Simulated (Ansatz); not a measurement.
# Alloy of Ga2O3 and Al2O3 (6 of 48 Ga sites exchanged), 120 atoms, part 2 of 2

Ansatz 0.2.0, PAW. The steps go on from the part before.

## 3. Single point with r²SCAN

in.yaml

```yaml
crystal:
  lattice:
    - [12.221998, 0.000000, -0.002341]
    - [0.000000, 9.094359, 0.000000]
    - [-2.751348, 0.000000, 11.243746]
  atoms:
    - { symbol: Ga, position: [0.410460, 0.169814, 0.101942] }
    - { symbol: Ga, position: [0.409889, 0.165598, 0.603485] }
    - { symbol: Ga, position: [0.409788, 0.497722, 0.101861] }
    - { symbol: Ga, position: [0.410497, 0.500905, 0.603445] }
    - { symbol: Ga, position: [0.409114, 0.833464, 0.102919] }
    - { symbol: Ga, position: [0.157449, 0.167763, 0.157481] }
    - { symbol: Ga, position: [0.158869, 0.167530, 0.657380] }
    - { symbol: Ga, position: [0.157468, 0.499650, 0.158277] }
    - { symbol: Ga, position: [0.159073, 0.500466, 0.656007] }
    - { symbol: Ga, position: [0.158274, 0.833053, 0.158913] }
    - { symbol: Ga, position: [0.159635, 0.831784, 0.654863] }
    - { symbol: Ga, position: [0.089081, 0.998398, 0.397688] }
    - { symbol: Ga, position: [0.091178, 0.000232, 0.897415] }
    - { symbol: Ga, position: [0.087274, 0.336288, 0.396625] }
    - { symbol: Ga, position: [0.092301, 0.333521, 0.897607] }
    - { symbol: Ga, position: [0.091160, 0.666711, 0.897380] }
    - { symbol: Ga, position: [0.910040, 0.002149, 0.102571] }
    - { symbol: Ga, position: [0.908787, 0.999783, 0.602802] }
    - { symbol: Ga, position: [0.908582, 0.334304, 0.600726] }
    - { symbol: Ga, position: [0.909912, 0.664651, 0.102963] }
    - { symbol: Ga, position: [0.907862, 0.665505, 0.600323] }
    - { symbol: Ga, position: [0.659163, 0.001639, 0.156319] }
    - { symbol: Ga, position: [0.657625, 0.999948, 0.657575] }
    - { symbol: Ga, position: [0.658967, 0.333403, 0.657786] }
    - { symbol: Ga, position: [0.658962, 0.664877, 0.156681] }
    - { symbol: Ga, position: [0.657672, 0.666779, 0.657608] }
    - { symbol: Ga, position: [0.341556, 0.999626, 0.344311] }
    - { symbol: Ga, position: [0.341380, 0.001782, 0.843013] }
    - { symbol: Ga, position: [0.341215, 0.333520, 0.343097] }
    - { symbol: Ga, position: [0.340738, 0.666957, 0.344786] }
    - { symbol: Ga, position: [0.341615, 0.665419, 0.842735] }
    - { symbol: Ga, position: [0.591190, 0.167593, 0.396816] }
    - { symbol: Ga, position: [0.589363, 0.169580, 0.899585] }
    - { symbol: Ga, position: [0.592977, 0.499668, 0.396466] }
    - { symbol: Ga, position: [0.588946, 0.497700, 0.899056] }
    - { symbol: Ga, position: [0.590976, 0.832924, 0.397647] }
    - { symbol: Ga, position: [0.590811, 0.833529, 0.897999] }
    - { symbol: Ga, position: [0.841020, 0.168297, 0.342209] }
    - { symbol: Ga, position: [0.841275, 0.167961, 0.844297] }
    - { symbol: Ga, position: [0.841355, 0.499216, 0.844026] }
    - { symbol: Ga, position: [0.841729, 0.831094, 0.343531] }
    - { symbol: Ga, position: [0.841239, 0.833284, 0.842568] }
    - { symbol: Al, position: [0.409878, 0.833361, 0.602895] }
    - { symbol: Al, position: [0.087952, 0.665053, 0.396757] }
    - { symbol: Al, position: [0.907802, 0.334190, 0.102883] }
    - { symbol: Al, position: [0.660756, 0.334709, 0.160200] }
    - { symbol: Al, position: [0.340505, 0.333532, 0.840707] }
    - { symbol: Al, position: [0.841743, 0.499570, 0.338459] }
    - { symbol: O, position: [0.334626, 0.166576, 0.446010] }
    - { symbol: O, position: [0.336731, 0.173413, 0.943686] }
    - { symbol: O, position: [0.334141, 0.499852, 0.446378] }
    - { symbol: O, position: [0.336443, 0.493917, 0.943398] }
    - { symbol: O, position: [0.339243, 0.833591, 0.450291] }
    - { symbol: O, position: [0.333866, 0.833482, 0.944865] }
    - { symbol: O, position: [0.327036, 0.167166, 0.218646] }
    - { symbol: O, position: [0.327859, 0.172073, 0.720647] }
    - { symbol: O, position: [0.326441, 0.500573, 0.218816] }
    - { symbol: O, position: [0.327617, 0.495141, 0.720075] }
    - { symbol: O, position: [0.326446, 0.832627, 0.220157] }
    - { symbol: O, position: [0.328622, 0.832476, 0.714237] }
    - { symbol: O, position: [0.002825, 0.166488, 0.370916] }
    - { symbol: O, position: [0.004176, 0.167109, 0.871353] }
    - { symbol: O, position: [0.001250, 0.505961, 0.370346] }
    - { symbol: O, position: [0.004301, 0.499910, 0.872174] }
    - { symbol: O, position: [0.005410, 0.827354, 0.373127] }
    - { symbol: O, position: [0.003952, 0.833427, 0.871790] }
    - { symbol: O, position: [0.164578, 0.000418, 0.055444] }
    - { symbol: O, position: [0.166003, 0.000648, 0.554420] }
    - { symbol: O, position: [0.166798, 0.333600, 0.055196] }
    - { symbol: O, position: [0.163869, 0.333725, 0.553579] }
    - { symbol: O, position: [0.164696, 0.666494, 0.055839] }
    - { symbol: O, position: [0.160976, 0.665219, 0.548816] }
    - { symbol: O, position: [0.834099, 0.999887, 0.444797] }
    - { symbol: O, position: [0.833905, 0.000252, 0.945700] }
    - { symbol: O, position: [0.838348, 0.340120, 0.441449] }
    - { symbol: O, position: [0.837845, 0.333631, 0.949930] }
    - { symbol: O, position: [0.834668, 0.659160, 0.441981] }
    - { symbol: O, position: [0.833955, 0.666696, 0.945822] }
    - { symbol: O, position: [0.172498, 0.000161, 0.281756] }
    - { symbol: O, position: [0.174229, 0.000009, 0.780897] }
    - { symbol: O, position: [0.172163, 0.333837, 0.281857] }
    - { symbol: O, position: [0.177500, 0.333361, 0.783321] }
    - { symbol: O, position: [0.170153, 0.666250, 0.285891] }
    - { symbol: O, position: [0.174229, 0.666895, 0.780368] }
    - { symbol: O, position: [0.826934, 0.000392, 0.218994] }
    - { symbol: O, position: [0.826463, 0.000477, 0.719439] }
    - { symbol: O, position: [0.826442, 0.339810, 0.214468] }
    - { symbol: O, position: [0.826871, 0.333381, 0.718968] }
    - { symbol: O, position: [0.827382, 0.660532, 0.220000] }
    - { symbol: O, position: [0.826528, 0.666266, 0.718651] }
    - { symbol: O, position: [0.496402, 0.000772, 0.127245] }
    - { symbol: O, position: [0.493599, 0.994540, 0.627593] }
    - { symbol: O, position: [0.501902, 0.334099, 0.131341] }
    - { symbol: O, position: [0.496938, 0.333063, 0.627468] }
    - { symbol: O, position: [0.496220, 0.666171, 0.127419] }
    - { symbol: O, position: [0.493660, 0.672279, 0.627524] }
    - { symbol: O, position: [0.504526, 0.000470, 0.370850] }
    - { symbol: O, position: [0.503895, 0.000788, 0.873291] }
    - { symbol: O, position: [0.503952, 0.334111, 0.372825] }
    - { symbol: O, position: [0.498277, 0.333476, 0.869810] }
    - { symbol: O, position: [0.504393, 0.665591, 0.371095] }
    - { symbol: O, position: [0.503762, 0.666493, 0.872852] }
    - { symbol: O, position: [0.664479, 0.174170, 0.057325] }
    - { symbol: O, position: [0.666262, 0.166284, 0.554629] }
    - { symbol: O, position: [0.663031, 0.493799, 0.056681] }
    - { symbol: O, position: [0.665649, 0.500462, 0.555030] }
    - { symbol: O, position: [0.667057, 0.833112, 0.055038] }
    - { symbol: O, position: [0.666849, 0.833305, 0.554771] }
    - { symbol: O, position: [0.673932, 0.173811, 0.279590] }
    - { symbol: O, position: [0.672260, 0.167399, 0.782503] }
    - { symbol: O, position: [0.677374, 0.494027, 0.281232] }
    - { symbol: O, position: [0.672306, 0.499566, 0.782556] }
    - { symbol: O, position: [0.673775, 0.832669, 0.280866] }
    - { symbol: O, position: [0.672751, 0.833449, 0.781203] }
    - { symbol: O, position: [0.992679, 0.173721, 0.127347] }
    - { symbol: O, position: [0.995826, 0.167147, 0.627185] }
    - { symbol: O, position: [0.993503, 0.493761, 0.126658] }
    - { symbol: O, position: [0.996864, 0.499977, 0.629948] }
    - { symbol: O, position: [0.995573, 0.833374, 0.128904] }
    - { symbol: O, position: [0.995903, 0.832527, 0.626898] }
  symmetry: { detect: false }
kpoints:
  mp_grid: { grid: [1, 1, 1], shift: [0.25, 0.25, 0.25] }
hamiltonian:
  xc: r2scan
scf:
  occupations: { method: fermi_dirac, width: 0.01 }
output:
  forces: true
  eigenvalues: true
  populations: true
  eigenstates: { kpoints: [[0.25, 0.25, 0.25]], e_range: [-6.0, 6.0], localisation: true }
```

Command:

```bash
> ansatz run in.yaml --threads 4 --pin off --max-ram 61750MiB --runs-dir r --events-out ev --progress --plain --backend cuda --devices 0, --max-vram 37GiB
```

What it wrote:

```text
Pseudopotentials: kind: paw
Functional definition: r2SCAN
  parameter k0 = 0.174
  parameter k1 = 0.065
  parameter a1 = 4.9479
  exchange = r2scan_x(k0 = k0, k1 = k1, a1 = a1)
  correlation = r2scan_c
Crystal: 120 atoms, lattice volume = 1249.698 Å³
Basis set: ecut = 500 eV, 31737 PW (Γ), exchange–correlation on 360×288×360 points (64 copies of the dense FFT grid, shifted against one another)
Bands: 618, of which v1, the nominal top of the filled ones, is band 498 counted from 1 (497 counted from 0)
Symmetry: 1 space group operations
k-points: 1
Non-local potential: Ga, projectors of the file, l = 0: 2, l = 1: 2, l = 2: 3, l = 3: 1
Non-local potential: Al, projectors of the file, l = 0: 2, l = 1: 2, l = 2: 1
Non-local potential: O, projectors of the file, l = 0: 2, l = 1: 2, l = 2: 1
PAW form: soft (Blöchl's): semilocal exchange-correlation on the pseudo side does not see the compensation charge
PAW frozen core: Ga, regenerated for the run's functional (the file was generated under x = pbe(κ = 0.804, μ = 0.2195149727645171), c = pbe(β = 0.06672455060314922))
PAW frozen core: Al, regenerated for the run's functional (the file was generated under x = pbe(κ = 0.804, μ = 0.2195149727645171), c = pbe(β = 0.06672455060314922))
PAW frozen core: O, regenerated for the run's functional (the file was generated under x = pbe(κ = 0.804, μ = 0.2195149727645171), c = pbe(β = 0.06672455060314922))
PAW one-centre angular grid: Ga, 590 points (default); XC on 160 Gauss nodes
PAW one-centre angular grid: Al, 302 points (default); XC on 160 Gauss nodes
PAW one-centre angular grid: O, 302 points (default); XC on 160 Gauss nodes
Initial density: superposition of atomic densities (neutral atoms: chi_scale 0, normalization atom), corrected by the library's trained network
Initial wavefunctions: pseudopotential atomic-orbital guess
Functional: x = r2scan, c = r2scan; τ floored in thin density (d = 2e-4 eV/Å³)
SCF iter   1: F=—  HF=-203450.367482 eV  |F-HF|=—  |Δ(HF+E_count)|=         —  Δρ=1.30e-2  dr2=9.97e-1  dr2_τ=5.00e0  ethr=1.77e-3  ⟨swp⟩=6.0  Hψ=2332  notcnv=0  defer=12
preconditioner: auto → Resta (q_TF=auto, 2.627 Å⁻¹)  ε∞=4.1  [insulator: Δε(μ)=4.095 eV  Ē_g=18.888 eV  σ=0.010 eV  W_gap=1.00  n_scr=376 (ndim 8)  ℏωp=33.2 eV  f_vac=0.009  D(μ)=0.00/eV (n_scr^D=0)  ε∞_Penn≈4.1]
SCF iter   2: F=—  HF=-203452.687150 eV  |F-HF|=—  |Δ(HF+E_count)|=    2.32e0  Δρ=6.49e-3  dr2=2.97e-1  dr2_τ=1.24e-2  ethr=1.00e-4  ⟨swp⟩=3.0  Hψ=1217  notcnv=0  defer=116
[... 5 lines of SCF cycles left out ...]
SCF iter   8: F=—  HF=-203452.677002 eV  |F-HF|=—  |Δ(HF+E_count)|=   1.23e-6  Δρ=4.87e-6  dr2=2.89e-7  dr2_τ=2.12e-8  ethr=2.04e-10  ⟨swp⟩=2.0  Hψ=973  notcnv=0  defer=116
SCF iter   9: F=-203452.677002 eV  HF=-203452.677002 eV  |F-HF|=6.77e-8  |Δ(HF+E_count)|=   1.66e-8  Δρ=2.58e-6  dr2=6.09e-8  dr2_τ=7.73e-9  ethr=1.00e-11  ⟨swp⟩=12.0  Hψ=3534  notcnv=0
SCF 1 converged in 9 iterations: F = -203452.677002 eV  dr2 = 6.09e-8
NSCF: frozen V_eff on 1 k-points
SCF converged after 9 iterations
Free energy (F): -203452.677002 eV
Harris-Foulkes:  -203452.677002 eV  (|F-HF|=6.77e-8)
Internal energy: -203452.677002 eV  (E = F + TS)
E sigma→0 (E₀):  -203452.677002 eV
Fermi energy:    9.504744 eV
--- Per-component energies (eV) ---
  E_band       = -1808.485517
  E_kinetic    = 17771.810325
  E_local      = -103087.282294  (includes V_loc(G=0)·N_el)
  E_nonlocal   = 21788.114005
  E_hartree    = 46302.087351
  E_xc         = -8074.442976
  E_vxc        = -10220.149580  (∫ρ·V_xc dr)
  E_paw        = -98963.843611  (= ΣΔE_a)
  E_vpaw       = -21279.436853  (= ΣTr[D̂ρ^β])
  E_aug_tail   = 0.072213  (compensation charges beyond the density's cutoff)
  E_vtau       = 614.211607  (kinetic-family band-sum trace: ∫τ·v_τ [+ j·A + Jᵃ·Aᵃ] dr)
  E_ewald      = -79159.102687
  E_core_change = -30.089328  (= ΣΔE_core)
  E_smearing   = -0.000000  (= −TS)
  E_closure    = -0.000000  (closes the sum)
  Σ components = -203452.677002   (vs F -203452.677002, Δ=0.00e0)
--- Forces (eV/Å), atoms counted from 1 ---
  atom   1  Ga    -0.03034380    -0.00215597     0.01815135
  atom   2  Ga    -0.04482120     0.01693746     0.00896985
  atom   3  Ga    -0.02656643     0.00202308     0.01722206
  atom   4  Ga    -0.04450552    -0.01527070     0.00451765
  atom   5  Ga    -0.03461146    -0.00107316     0.01630550
  atom   6  Ga     0.04196868     0.01518011     0.01772583
  atom   7  Ga     0.03824281     0.00320283     0.01196832
  atom   8  Ga     0.03833206    -0.02588589     0.00715489
  atom   9  Ga     0.02244748    -0.01200093     0.01612546
  atom  10  Ga     0.02987721     0.01166300     0.01214232
  atom  11  Ga     0.02035280     0.00842097     0.01158923
  atom  12  Ga     0.05329824     0.01118162    -0.00962407
  atom  13  Ga     0.03675385    -0.00013945    -0.01836502
  atom  14  Ga     0.05482072    -0.01634657    -0.00900850
  atom  15  Ga     0.04194886     0.00204410    -0.00627050
  atom  16  Ga     0.03257269    -0.00350950    -0.01962247
  atom  17  Ga    -0.05379651    -0.00771099     0.00747636
  atom  18  Ga    -0.03943210     0.00022150     0.02286807
  atom  19  Ga    -0.02840848     0.01247886     0.02329115
  atom  20  Ga    -0.05282669    -0.00320293     0.00795725
  atom  21  Ga    -0.03460419    -0.01093746     0.02416084
  atom  22  Ga     0.02956404     0.00119908     0.01049524
  atom  23  Ga     0.04065767    -0.01385756     0.01939572
  atom  24  Ga     0.02224447     0.00319349     0.01471990
  atom  25  Ga     0.03501197    -0.00886430     0.01456754
  atom  26  Ga     0.04053890     0.01007326     0.01797325
  atom  27  Ga    -0.02062039     0.01068871    -0.01361954
  atom  28  Ga    -0.02485910     0.01903973    -0.00788543
  atom  29  Ga    -0.02763193     0.00078279    -0.00636707
  atom  30  Ga    -0.01047026    -0.01077825    -0.00890740
  atom  31  Ga    -0.02155021    -0.01717847    -0.00786990
  atom  32  Ga     0.02908303     0.00915652    -0.01687241
  atom  33  Ga     0.02935667     0.00159419    -0.01375604
  atom  34  Ga     0.02828616    -0.00653925    -0.00698121
  atom  35  Ga     0.03149032    -0.00035296    -0.00943871
  atom  36  Ga     0.03915204    -0.00170940    -0.01773234
  atom  37  Ga     0.04263806    -0.00195844    -0.01728871
  atom  38  Ga    -0.02624700    -0.00183106    -0.02017660
  atom  39  Ga    -0.02276289    -0.00599187    -0.01494760
  atom  40  Ga    -0.02307003     0.00637173    -0.01232173
  atom  41  Ga    -0.03967149    -0.01123680    -0.02503296
  atom  42  Ga    -0.03729113     0.00061271    -0.01694481
  atom  43  Al    -0.00462724    -0.00003833     0.01410513
  atom  44  Al     0.01239092     0.01270888    -0.01053379
  atom  45  Al     0.00822018     0.01035653    -0.00411463
  atom  46  Al     0.01589633     0.00523286    -0.01276581
  atom  47  Al    -0.02500389    -0.00374506    -0.00015906
  atom  48  Al    -0.04714810     0.02286470     0.00279901
  atom  49  O      0.10460335    -0.00360844     0.05983282
  atom  50  O      0.08567078    -0.01092870     0.06009204
  atom  51  O      0.11540492     0.00221583     0.06141557
  atom  52  O      0.08627676     0.00958671     0.05877687
  atom  53  O      0.08982379     0.00020423     0.11367333
  atom  54  O      0.10242179     0.00032702     0.05607950
  atom  55  O      0.05063844     0.00558643    -0.05970135
  atom  56  O      0.04386394    -0.01955362    -0.06552873
  atom  57  O      0.04141705    -0.00124001    -0.05742140
  atom  58  O      0.04209491     0.02691240    -0.07224355
  atom  59  O      0.03629470    -0.00157764    -0.05290055
  atom  60  O      0.07549075    -0.00379808    -0.10987707
  atom  61  O      0.01718552    -0.00267699     0.04432967
  atom  62  O      0.02544722    -0.00496319     0.04549088
  atom  63  O      0.05850411     0.03584108     0.04947986
  atom  64  O      0.02734969     0.00655568     0.04064875
  atom  65  O      0.05012368    -0.03613965     0.04676388
  atom  66  O      0.02617243    -0.00003965     0.04489934
  atom  67  O     -0.10193668     0.00341910    -0.06736133
  atom  68  O     -0.11389080    -0.00270586    -0.06637650
  atom  69  O     -0.11115632    -0.00260697    -0.06362193
  atom  70  O     -0.10563930     0.00348277    -0.06007798
  atom  71  O     -0.10378686     0.00032177    -0.05454332
  atom  72  O     -0.09553301    -0.00107222    -0.10884153
  atom  73  O      0.10545336     0.00045472     0.06855962
  atom  74  O      0.10733347     0.00482923     0.06812838
  atom  75  O      0.08973223    -0.01452333     0.05584697
  atom  76  O      0.09048139    -0.00011838     0.10702424
  atom  77  O      0.09088650     0.01660106     0.06561703
  atom  78  O      0.10675032    -0.00358105     0.06384637
  atom  79  O     -0.05486283    -0.00817961     0.06024099
  atom  80  O     -0.04383661     0.00377645     0.06755772
  atom  81  O     -0.04981214     0.00185850     0.05408814
  atom  82  O     -0.05700799    -0.00555248     0.05032299
  atom  83  O     -0.08193306     0.00125953     0.09436915
  atom  84  O     -0.03864386     0.00022636     0.05230935
  atom  85  O      0.05125991     0.00575321    -0.06495062
  atom  86  O      0.05519739    -0.00234729    -0.06481847
  atom  87  O      0.08766413    -0.02344697    -0.08707324
  atom  88  O      0.04081495    -0.00013168    -0.05204176
  atom  89  O      0.04190870     0.00924384    -0.06472439
  atom  90  O      0.05101783     0.00378917    -0.06075359
  atom  91  O     -0.02211263    -0.00549783    -0.03660069
  atom  92  O     -0.04906201    -0.03901826    -0.04673416
  atom  93  O     -0.03391306     0.00019252    -0.04272332
  atom  94  O     -0.01627657    -0.00028386    -0.03506849
  atom  95  O     -0.02180482     0.00396127    -0.03614934
  atom  96  O     -0.04947269     0.03815844    -0.04689620
  atom  97  O      0.02493385     0.00106696     0.04687543
  atom  98  O      0.02346753    -0.00400656     0.03702219
  atom  99  O      0.02323864    -0.00326813     0.03797685
  atom 100  O      0.03088673    -0.00007621     0.04198364
  atom 101  O      0.02916599     0.00315917     0.04706848
  atom 102  O      0.02093970     0.00377212     0.03730189
  atom 103  O     -0.09731830    -0.01460123    -0.06131688
  atom 104  O     -0.10600787     0.00040867    -0.06102371
  atom 105  O     -0.09614304     0.01311961    -0.05962565
  atom 106  O     -0.10615612    -0.00056133    -0.05965303
  atom 107  O     -0.10723765     0.00005843    -0.06552414
  atom 108  O     -0.10668408    -0.00059074    -0.06834635
  atom 109  O     -0.02950826    -0.00983555     0.07098970
  atom 110  O     -0.04884066     0.00461867     0.05588941
  atom 111  O     -0.05321165     0.01197337     0.05164575
  atom 112  O     -0.04920101    -0.00566513     0.05591394
  atom 113  O     -0.04783117    -0.00256542     0.07058369
  atom 114  O     -0.04721546    -0.00038576     0.05862033
  atom 115  O     -0.05270831     0.03034193    -0.04432868
  atom 116  O     -0.02538907    -0.00149461    -0.03880023
  atom 117  O     -0.05163345    -0.03382032    -0.04566195
  atom 118  O     -0.02146586    -0.00557087    -0.05012662
  atom 119  O     -0.01686169     0.00216566    -0.04219798
  atom 120  O     -0.03014109     0.00589215    -0.04262056
  max |Σ_I F_I| component: 8.51e-5 eV/Å
--- Band table (eV) ---
  k-point 0: bands = [... 486 lower levels ..., "7.0571", "7.0616", "7.1568", "7.2486", "7.2634", "7.2782", "7.3136", "7.3349", "7.3430", "7.3667", "7.4354", "7.4688", "11.5403", "12.2883", "12.5143", "13.1671", "13.3979", "13.5455", "13.6880", "13.7638", "13.9088", "13.9739", "14.0626", "14.1494", ... 108 higher levels ...]
--- Löwdin populations: 120 sites ---
  site symbol       q [e]
     0     Ga     11.8911
     1     Ga     11.8869
[... 118 atoms left out ...]
  spilling = 0.003625 (of n_electrons = 996.000000)
```

It took 18 s on 1 × NVIDIA H100 80GB HBM3 with 4 threads of AMD EPYC 7R13, shared host; peak host memory 3.5 GiB.

Top filled level 7.469 eV, lowest empty level 11.540 eV: 4.07 eV apart at the single k point (¼, ¼, ¼).

Frontier states and how far they spread:

| level (eV) | spin | filling | atoms sharing it | main element | its share | largest atom |
| --- | --- | --- | --- | --- | --- | --- |
| -0.19 | both | 2.00 | 22.6 | O | 0.95 | O98 (0.10) |
| -0.16 | both | 2.00 | 35.8 | O | 0.95 | – |
| -0.13 | both | 2.00 | 39.8 | O | 0.95 | – |
| -0.13 | both | 2.00 | 30.9 | O | 0.95 | – |
| -0.10 | both | 2.00 | 39.0 | O | 0.95 | – |
| -0.03 | both | 2.00 | 13.5 | O | 0.95 | O100 (0.15) |
| 0.00 | both | 2.00 | 41.2 | O | 0.96 | – |
| 4.07 | both | 0.00 | 115.0 | O | 0.58 | – |

The largest force by r²SCAN is 0.14 eV/Å, on O53: the geometry is not this level's minimum.

## 4. Summary of results

The summary covers parts 1 to 2. Changes of volume or cell count from the first structure of part 1.

```
             level        time  top filled to lowest empty (eV)
PBEsol, relaxation  26 s (GPU)                             3.35
            r²SCAN  18 s (GPU)                             4.07
```

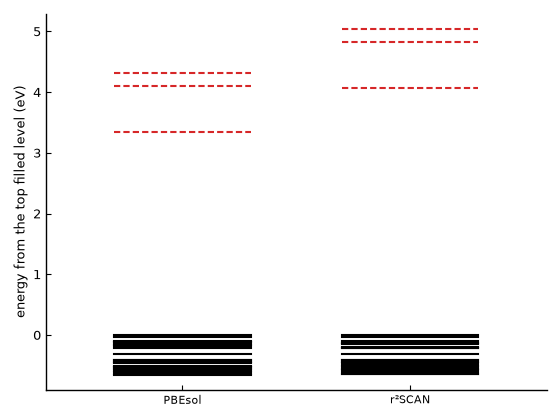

Levels near the gap by PBEsol, r²SCAN: filled black, empty red and dashed.

| quantity | value |
| --- | --- |
| relaxation | 7 recorded steps, 2.58 eV gained |
| largest shift | 0.14 Å (O72) |
| relaxed cell | a = 12.222 Å, b = 9.094 Å, c = 11.575 Å, α = 90.00°, β = 103.76°, γ = 90.00° |
| mean bonds | Al–O 1.875, Ga–O 1.939 Å |

Relaxation gains 2.58 eV, with shifts up to 0.14 Å (O72), while the volume changes by -0.0 %. The mean lengths of the listed bonds run from Al–O 1.88 Å to Ga–O 1.94 Å. With one k point the spacing samples only the states that fold onto it, so it can exceed the gap over the zone.
